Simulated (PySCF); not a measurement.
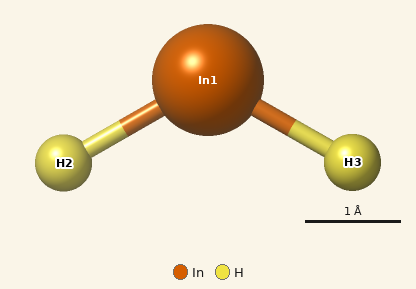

**Figure 1.** The structure (ball-and-stick view, seen on its broad side; atoms are numbered from 1 in the order of the input). Sticks mark near contacts.

**InH₂: single-point calculation**

The run: single-point calculation of InH₂, multiplicity 2. Method and program: UKS-based PBE0, In def2-TZVP with ECP28, H def2-TZVP; non-relativistic Hamiltonian with a scalar-relativistic core potential; density fitting (PySCF 2.14.0).

### Log
```
init E= -158.451096869392
  alpha nocc = 12  HOMO = -0.555319278279274  LUMO = -0.482636264714276
  beta  nocc = 11  HOMO = -0.678771122379155  LUMO = -0.555319278279277
cycle= 1 E= -190.603503636533  delta_E= -32.2  |g|=  1.3  |ddm|= 31.5
  alpha nocc = 12  HOMO = -0.0730338186560928  LUMO = 0.0173107440806461
  beta  nocc = 11  HOMO = -0.155578462576292  LUMO = 0.00204147548321787
  HOMO = -0.0730338186561  LUMO = 0.00204147548322  gap/eV = 2.04290
cycle= 2 E= -190.301579029136  delta_E= 0.302  |g|= 1.84  |ddm|= 5.34
  alpha nocc = 12  HOMO = -0.18269314944443  LUMO = -0.0490643228402119
  beta  nocc = 11  HOMO = -0.274614142578374  LUMO = -0.0855647904850096
  HOMO = -0.182693149444  LUMO = -0.085564790485  gap/eV = 2.64300
cycle= 3 E= -191.268602128201  delta_E= -0.967  |g|= 0.0517  |ddm|= 1.95
  alpha nocc = 12  HOMO = -0.19752391068381  LUMO = -0.0607521070094998
  beta  nocc = 11  HOMO = -0.285795663942143  LUMO = -0.0934635260770307
  HOMO = -0.197523910684  LUMO = -0.093463526077  gap/eV = 2.83163
cycle= 4 E= -191.269660799691  delta_E= -0.00106  |g|= 0.00907  |ddm|= 0.0807
  alpha nocc = 12  HOMO = -0.199186651902258  LUMO = -0.0611996127480126
  beta  nocc = 11  HOMO = -0.28726312182003  LUMO = -0.094648761175482
  HOMO = -0.199186651902  LUMO = -0.0946487611755  gap/eV = 2.84462
cycle= 5 E= -191.269690375622  delta_E= -2.96e-05  |g|= 0.0022  |ddm|= 0.0117
  alpha nocc = 12  HOMO = -0.199374088330704  LUMO = -0.0614258353087669
  beta  nocc = 11  HOMO = -0.287969238796463  LUMO = -0.0945643966200755
  HOMO = -0.199374088331  LUMO = -0.0945643966201  gap/eV = 2.85202
cycle= 6 E= -191.269693825097  delta_E= -3.45e-06  |g|= 0.000681  |ddm|= 0.00513
  alpha nocc = 12  HOMO = -0.199408138671402  LUMO = -0.06141568261679
  beta  nocc = 11  HOMO = -0.287771461218434  LUMO = -0.0944920168727084
  HOMO = -0.199408138671  LUMO = -0.0944920168727  gap/eV = 2.85491
cycle= 7 E= -191.269694199488  delta_E= -3.74e-07  |g|= 0.000126  |ddm|= 0.00204
  alpha nocc = 12  HOMO = -0.199395221760923  LUMO = -0.0613958022109085
  beta  nocc = 11  HOMO = -0.287790408633212  LUMO = -0.0944570926433173
  HOMO = -0.199395221761  LUMO = -0.0944570926433  gap/eV = 2.85551
cycle= 8 E= -191.269694220509  delta_E= -2.1e-08  |g|= 2.11e-05  |ddm|= 0.000406
  alpha nocc = 12  HOMO = -0.199401120779591  LUMO = -0.0614012935184034
  beta  nocc = 11  HOMO = -0.287792278289587  LUMO = -0.0944621325286752
  HOMO = -0.19940112078  LUMO = -0.0944621325287  gap/eV = 2.85554
cycle= 9 E= -191.269694221035  delta_E= -5.26e-10  |g|= 3.15e-06  |ddm|= 8.62e-05
  alpha nocc = 12  HOMO = -0.199399627286265  LUMO = -0.0614001456071334
  beta  nocc = 11  HOMO = -0.287790009687924  LUMO = -0.0944607404187563
  HOMO = -0.199399627286  LUMO = -0.0944607404188  gap/eV = 2.85553
Extra cycle  E= -191.26969422105  delta_E= -1.55e-11  |g|= 1.98e-06  |ddm|= 1.48e-05
converged SCF energy = -191.26969422105  <S^2> = 0.75309414  2S+1 = 2.0030917
```

The run was set up as follows.

### Input
```python
from pyscf import gto, scf, dft
mol = gto.M(atom='''
In     0.000000     0.000000    -0.015002
H      1.527711    -0.000000     0.855190
H     -1.527711     0.000000     0.855190''',
    basis={'In': 'def2-TZVP', 'H': 'def2-TZVP'},
    ecp={'In': 'def2-TZVP'},
    charge=0, spin=1)
mf = dft.UKS(mol, xc='PBE0')
mf.grids.atom_grid = (50, 194)
aux = {'In': 'def2-universal-JKFIT', 'H': 'def2-universal-JKFIT'}
mf = mf.density_fit(auxbasis=aux)
mf.conv_tol = 1e-08
mf.diis_space = 10
mf.max_cycle = 60
mf.init_guess = 'minao'
mf.verbose = 4
mf.kernel()
```

The script is an equivalent of the set-up of the self-consistent field. The run itself was carried out by a driver, which started from the orbitals of the step before it where there was one and computed the further properties.

Launch command:
```bash
OMP_NUM_THREADS=2 python axn.py task.json out
```

### Summary

```csv
quantity,value
outcome,converged
SCF energy,−191.269694 hartree
hardware,"2 threads of Arm Neoverse N1, 54 GiB of memory available, shared host"
wall time,3.4 s (CPU time 5 s)
peak memory,0.25 GiB
```
